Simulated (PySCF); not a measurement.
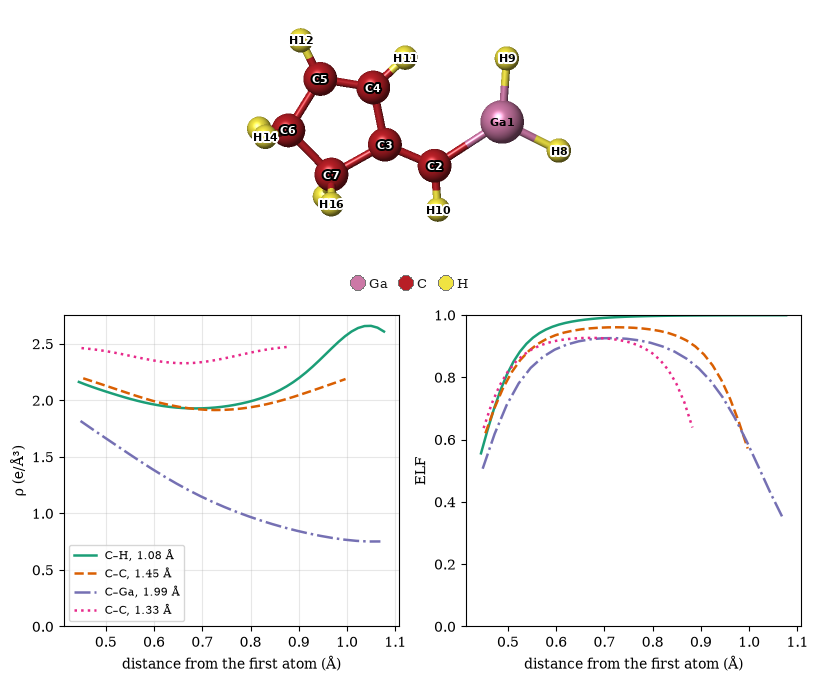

The picture shows: C₆H₉Ga. Electron density and electron localisation function along straight lines between neighbouring atoms. The curves leave out the atomic cores. The structure is drawn too.

Geometry: GFN2-xTB.

Level of theory: PySCF, CAM-B3LYP/def2-SVPD, SCF density, gas phase.

| atom | x (Å) | y (Å) | z (Å) |
| --- | --- | --- | --- |
| Ga | 3.1153 | -0.0864 | -0.0330 |
| C | 1.3604 | -0.9460 | 0.3381 |
| C | 0.1769 | -0.3464 | 0.1297 |
| C | 0.0019 | 0.9950 | -0.3924 |
| C | -1.2876 | 1.3134 | -0.4888 |
| C | -2.1775 | 0.1995 | -0.0331 |
| C | -1.2019 | -0.9138 | 0.3862 |
| H | 4.4556 | -0.8746 | 0.2458 |
| H | 3.3546 | 1.3668 | -0.6038 |
| H | 1.3559 | -1.9631 | 0.7379 |
| H | 0.8521 | 1.6120 | -0.6533 |
| H | -1.6925 | 2.2451 | -0.8451 |
| H | -2.8408 | -0.1190 | -0.8407 |
| H | -2.8110 | 0.5245 | 0.7955 |
| H | -1.3537 | -1.8248 | -0.1942 |
| H | -1.3154 | -1.1731 | 1.4397 |

What can be read from the curves?

Answer. C–H (1.08 Å): ρ is about 2 e/Å³ halfway; the ELF climbs to about 1 towards the hydrogen, as it does in any bond to H (a covalent bond by its length).
C–C (1.45 Å): ρ is about 1.9 e/Å³ halfway; the ELF peaks at about 0.95 between the atoms: localised, covalent bonding.
C–Ga (1.99 Å): the density is about 0.77 e/Å³ at the midpoint; the ELF peaks at about 0.95 in the valence shell of C, 0.7 Å from its nucleus, and is about 0.60 at the midpoint.
C–C (1.33 Å): the density is about 2.3 e/Å³ at the midpoint; the ELF peaks at about 0.95 between the atoms: a multiple bond.
